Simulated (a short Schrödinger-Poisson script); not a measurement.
Structure: MOS inversion layer, SiO2 on p-type Si(100), at 400 K.

```tsv
layer	material	thickness (nm)	Na (cm⁻³)
1	SiO2	2.7	-
2	Si	890	2.3e17
```

Constants are typed, rounded textbook-type inputs, not results; the design itself was drawn at random and stands for no fabricated device. SiO2: permittivity 3.9, conduction-band edge (eV) 3.15, gap (eV) 9, electron mass (mₑ) 0.5. Si: permittivity 11.7, conduction-band edge (eV) 0, gap (eV) 1.124, Nv at 300 K (cm⁻³) 3.1e19.

Channel valleys (confinement mass, in-plane density-of-states mass, number): Δ2 0.916, 0.19, 2; Δ4 0.19, 0.417, 4. At the gate the conduction-band edge of layer 1 lies 3.24 eV − eVg above the Fermi level of the channel; the field vanishes at the back. Gaps are held at their typed values at every temperature. Mesh 0.03 nm at interfaces.

From a short Schrödinger-Poisson script (our own, NumPy): 1D Poisson equation in equilibrium, electrons quantum, Hartree (BenDaniel-Duke, 12 states a valley, the channel's in-plane mass for all, wave functions free to enter the dielectric), parabolic valleys, classical holes, full ionisation, no traps, pinning or gate leakage.

Only gate voltages with over 1e8 electrons/cm² are shown.

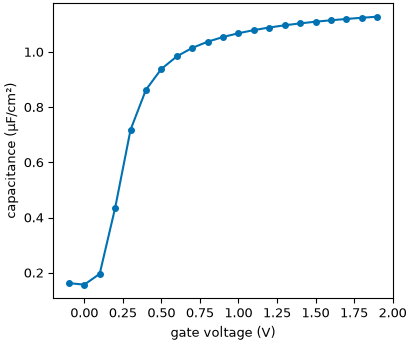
Quasi-static capacitance against gate voltage

```tsv
Vg (V)	electrons (cm⁻²)	C (μF/cm²)	Δ2 E0 (meV)	Δ2 E1 (meV)	Δ4 E0 (meV)	Δ4 E1 (meV)
-0.1	1.36e8	0.162	407.9	450.6	441.3	511.6
0.1	1.64e10	0.196	239.2	286.5	275.9	353.9
0.3	4.55e11	0.718	120.8	174.1	161.8	246.9
0.5	1.49e12	0.938	74.9	136.3	121.8	213.2
0.7	2.70e12	1.01	49.6	118.7	102.1	198.9
0.9	3.99e12	1.05	31.8	108.1	89.4	190.8
1.1	5.32e12	1.08	17.8	100.8	80.0	185.5
1.3	6.68e12	1.10	6.1	95.4	72.5	181.8
1.5	8.05e12	1.11	-4.1	91.1	66.3	179.0
1.7	9.45e12	1.12	-13.2	87.6	60.8	176.8
1.9	1.08e13	1.13	-21.6	84.6	55.9	175.0
```

Subbands count from the Fermi level.
